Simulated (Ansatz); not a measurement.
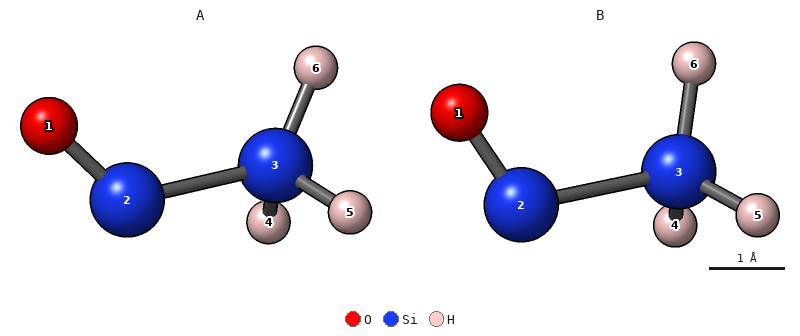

Two geometries of Si₂H₃O (multiplicity 2), drawn at one scale. One is the start of a relaxation, the other its converged end. The picture is a ball-and-stick view, seen at a tilt.

Level of theory: UKS PBE0-D4/def2-TZVP in Ansatz. Settings: force threshold 0.005 eV/Å; at most 200 steps.

### Which one is relaxed?

Structure B is the relaxed one. The largest move after the best rigid fit is that of H6, 0.34 Å. By element the largest moves are H 0.34 Å, O 0.24 Å, Si 0.11 Å. Some distances before and after: Si2–Si3 2.303 → 2.437 Å, Si3–H4 1.472 → 1.486 Å, Si3–H6 1.469 → 1.483 Å, O1–Si2 1.515 → 1.527 Å. Among the angles between lasting bonds that change: Si2–Si3–H6 127.9° → 111.1°, O1–Si2–Si3 127.0° → 115.0°, H4–Si3–H6 106.1° → 111.4°. The energy falls by 14.7 kJ/mol in 5 geometry steps. The largest force component goes from 1 to 0.0019 eV/Å. The run took 21 s on 2 threads of Arm Neoverse V1 (shared host).
